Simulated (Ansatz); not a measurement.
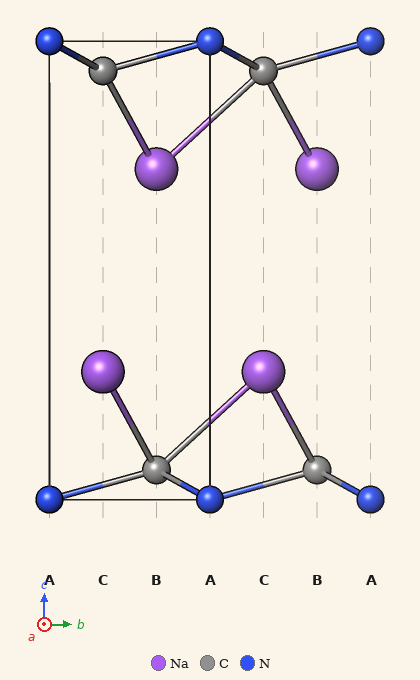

Projection along an edge of the hexagonal mesh, stacking direction c upwards. The dashed lines mark the three columns A (0, 0), B (1/3, 2/3) and C (2/3, 1/3). The sequence starts with the first layer at or above the cell's origin.

Na2C2N. Coordinates: coordinates from a relaxation with DFT PBE, scalar-relativistic, plane waves, PAW in Ansatz 0.2.0; the starting structure was generated, so it need not be a known form of this composition.

**Give the sequence of layers in one repeat, with element and column.**

N(A) – C(B) – Na(C) – Na(B) – C(C) (five layers in 7.99 Å).
